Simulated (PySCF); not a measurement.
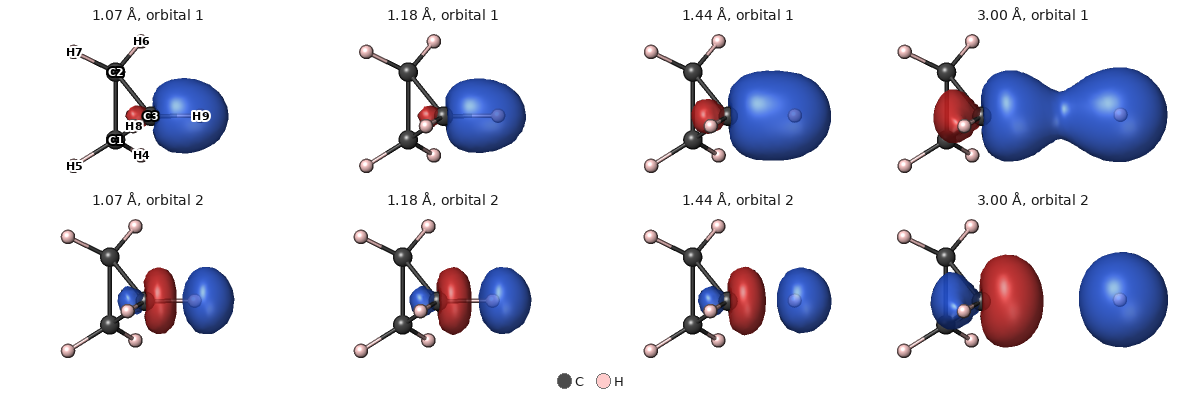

Figure. C3H6, SMILES `C1CC1`. Rigid stretch of the C3–H9 bond. The two CASSCF(2,2) natural orbitals nearest half filling (orbital 1 the more occupied).

PySCF calculation, def2-SVP basis, gas phase; geometry: GFN2-xTB. No frequency check shows the geometry to be a minimum.

Input script:

```python
import numpy as np
from pyscf import gto, scf, mcscf

mol = gto.M(atom='''
C     -0.64450    -0.57546     0.00002
C     -0.17606     0.84587    -0.00006
C      0.82062    -0.27046     0.00007
H     -1.08586    -0.96905    -0.90305
H     -1.08590    -0.96916     0.90284
H     -0.29628     1.42499    -0.90289
H     -0.29691     1.42475     0.90301
H      1.38238    -0.45537     0.90293
H      1.38223    -0.45583    -0.90297
''', basis='def2-svp', charge=0, spin=0, verbose=4)
# stretch the bond between atoms 3 and 9, from long to short, fragments rigid
a, b, move = 2, 8, [8]
xyz = mol.atom_coords(unit='Angstrom')
u = xyz[b] - xyz[a]
r0 = np.linalg.norm(u)
rows, last, dm_u = [], None, None
for r in [3.0, 2.35, 1.93, 1.66, 1.44, 1.28, 1.18, 1.07, 0.98]:
    new = xyz.copy()
    new[move] += u / r0 * (r - r0)
    m = mol.set_geom_(new, unit='Angstrom', inplace=False)
    rhf = scf.RHF(m).density_fit(auxbasis='def2-universal-jkfit').run()
    uhf = scf.UHF(m).density_fit(auxbasis='def2-universal-jkfit').newton()
    if dm_u is None:
        c = rhf.mo_coeff
        h = m.nelectron // 2 - 1
        ca, cb = c.copy(), c.copy()
        ca[:, h], cb[:, h] = (c[:, h] + c[:, h + 1]) / 2**.5, (c[:, h] - c[:, h + 1]) / 2**.5
        dm_u = np.array([x[:, :h + 1] @ x[:, :h + 1].T for x in (ca, cb)])
    uhf.kernel(dm0=dm_u)
    for _ in range(3):
        c, _, stable, _ = uhf.stability(return_status=True)
        if stable:
            break
        uhf.kernel(c, uhf.mo_occ)
    dm_u = uhf.make_rdm1()
    mc = mcscf.CASSCF(rhf, 2, 2)
    mc.natorb = True
    mc.fix_spin_(ss=0)
    guess = mcscf.addons.make_natural_orbitals(uhf)[1] if last is None else mcscf.project_init_guess(mc, last.mo_coeff, last.mol)
    mc.kernel(guess)
    last = mc
    act = slice(mc.ncore, mc.ncore + mc.ncas)
    print('r %.3f  RHF %.6f  UHF %.6f  <S^2> %.3f  CASSCF %.6f  occupations' % (r, rhf.e_tot, uhf.e_tot, uhf.spin_square()[0], mc.e_tot), mc.mo_occ[act].round(4))
    rows.append((new, rhf.e_tot, uhf.e_tot, uhf.spin_square()[0], mc.e_tot, mc.mo_occ[act], mc.mo_coeff[:, act], dm_u[0] - dm_u[1], rhf.converged and uhf.converged and mc.converged))
    np.savez('result.npz', **{k: [row[i] for row in rows] for i, k in enumerate('xyz rhf uhf s2 cas occ c spin ok'.split())})
```

Launched as:

```sh
OMP_NUM_THREADS=1 python input.py
```

The run took 100 s on 1 thread of Arm Neoverse V2, with other jobs on the host, peak memory 0.32 GiB.

**How do the occupations change along the stretch?**

1.07 Å: 1.98 and 0.02; 1.18 Å: 1.98 and 0.02; 1.44 Å: 1.95 and 0.05; 3.00 Å: 1.29 and 0.71. At the longest distance computed (3.00 Å) they are 1.29 and 0.71, and the effective number of unpaired electrons is 1.7.

**Where does the UHF solution part from RHF?**

Between 1.66 Å (⟨S²⟩ = 0, the two coincide) and 1.93 Å (⟨S²⟩ = 0.57); at 3.00 Å ⟨S²⟩ is 0.99 and UHF lies 3.4 eV below RHF.

**How much energy does the stretch cost?**

By CASSCF, 4.4 eV from the lowest point of the scan (1.07 Å) to 3.00 Å; RHF gives 7.4 eV from its own lowest point. The fragments aren't relaxed and dynamic correlation is missing, so this isn't a bond dissociation energy.
